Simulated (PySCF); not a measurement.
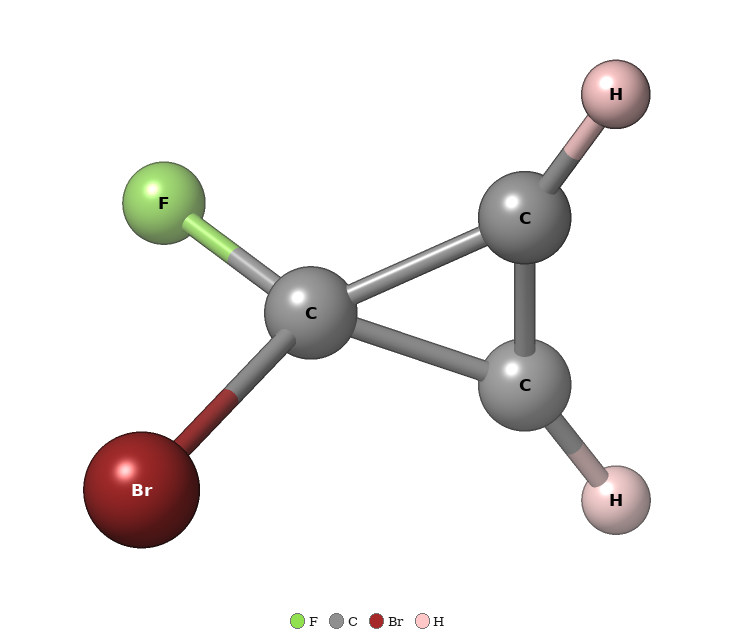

Distant atoms are faded towards the background colour. The computed structure is the end point of a PBE0-D3(BJ)/def2-SVP optimisation. No frequency run is at hand to confirm it as a minimum.

Which symmetry elements does this geometry have?

Answer. It has 1 mirror plane, so the point group is Cs. The group has 2 operations. The geometry is achiral, and symmetry allows a dipole moment.
